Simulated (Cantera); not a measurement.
Feed: 1 mol trisilylamine, 59 mol N2, equilibrated at 1330 Pa.

Equilibrium computed with Cantera from the NASA thermochemical tables; the gas is ideal and each condensed phase is pure. Candidate condensed phases: Si, Si3N4; 18 gas species. The feed counts by its element totals alone. The tables' values for SiN are old estimates; treat these amounts as uncertain. Gases not in the tables: Si2H6 and higher silanes. The numbers say what is thermodynamically allowed, not how fast it happens.

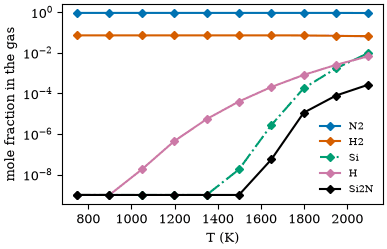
Figure: Equilibrium gas composition (values under 1e-9 drawn at 1e-9)

### Question
Read off the mole fractions at 1648 K.

### Answer
N2 about 0.93, H2 about 0.072, H about 0.00021, Si about 2.8e-6, Si2N about 5.6e-8.
